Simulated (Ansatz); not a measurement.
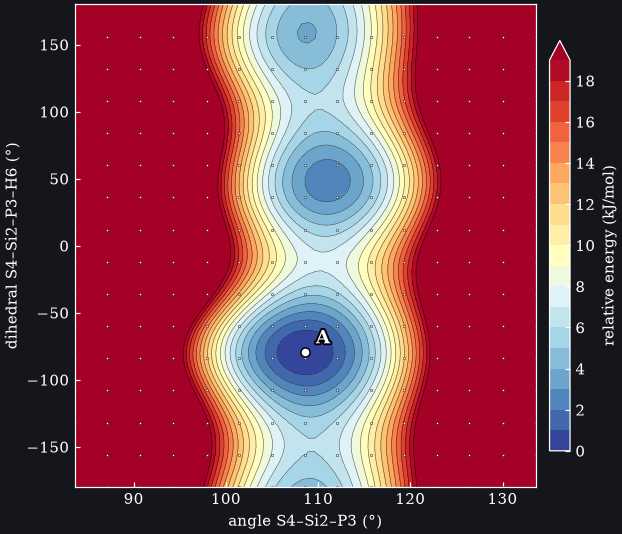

ClFH3PSSi, SMILES F[Si](P)(S)Cl. Coordinates scanned: (1) angle S4–Si2–P3; (2) dihedral S4–Si2–P3–H6. Nothing is relaxed (all other coordinates rigid). The scan uses a 15 × 15 grid. Points are written as (first, second). All energies are given in kJ/mol relative to the relaxed molecule at the same level. The calculation used Ansatz 0.2.0, RHF/def2-SVP.

The picture shows filled contours, dots at the grid points, one colour for all values above the top of the scale, the well A. Between grid points the surface is interpolated.

Estimate the position of the minimum and the force constants in these coordinates. Take the well at A.

The interpolated minimum is at angle S4–Si2–P3 ≈ 108.6°, dihedral S4–Si2–P3–H6 ≈ −80°. The curvatures there are about 7 eV/rad² and 0.25 eV/rad², with a cross term of about 0 eV/rad². Round the minimum the two coordinates are nearly uncoupled. (1 eV is 96.5 kJ/mol.)
